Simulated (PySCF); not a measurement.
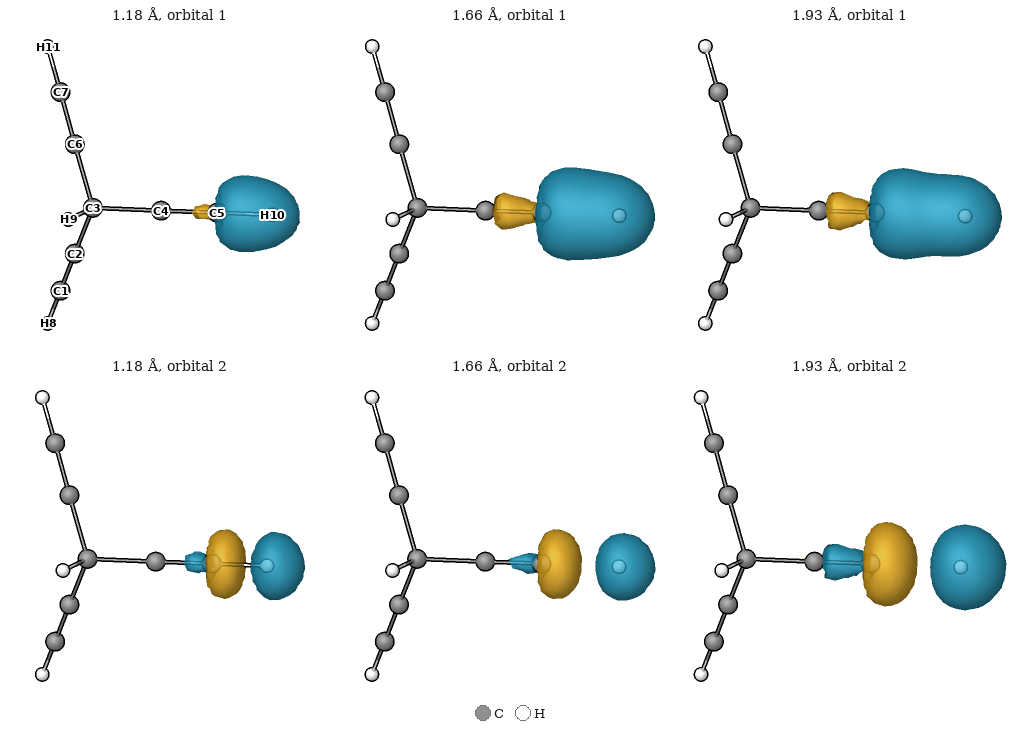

C7H4, SMILES `C#CC(C#C)C#C`. Rigid stretch of the C5–H10 bond. The two CASSCF(2,2) natural orbitals nearest half filling (orbital 1 the more occupied).

Computed with PySCF, 6-31G* basis, geometry: GFN2-xTB. No frequency check shows the geometry to be a minimum.

Coordinates in Å:

```
C1      -1.9418    1.5781    0.2975
C2      -1.0708    0.8699   -0.1142
C3      -0.0002   -0.0001   -0.5908
C4       1.2888    0.4925   -0.1143
C5       2.3377    0.8927    0.2974
C6      -0.2179   -1.3623   -0.1142
C7      -0.3957   -2.4708    0.2974
H8      -2.7091    2.2022    0.6464
H9      -0.0007    0.0001   -1.6917
H10      3.2618    1.2451    0.6463
H11     -0.5525   -3.4473    0.6464
```

> How do the occupations change along the stretch?

1.18 Å: 1.98 and 0.02; 1.66 Å: 1.91 and 0.09; 1.93 Å: 1.81 and 0.19. At the longest distance computed (3.00 Å) they are 1.24 and 0.76, and the effective number of unpaired electrons is 1.8.

UHF's ⟨S²⟩ passes 1 along the scan (up to 1.33), so it also polarises electrons outside the stretched bond; its energy lowering isn't due to that bond alone.

> Where does the UHF solution part from RHF?

Between 1.44 Å (⟨S²⟩ = 0, the two coincide) and 1.66 Å (⟨S²⟩ = 0.34); at 3.00 Å ⟨S²⟩ is 1.33 and UHF lies 4.5 eV below RHF.

> How much energy does the stretch cost?

By CASSCF, 5.4 eV from the lowest point of the scan (1.07 Å) to 3.00 Å; RHF gives 9.1 eV from its own lowest point. The fragments aren't relaxed and dynamic correlation is missing, so this isn't a bond dissociation energy.
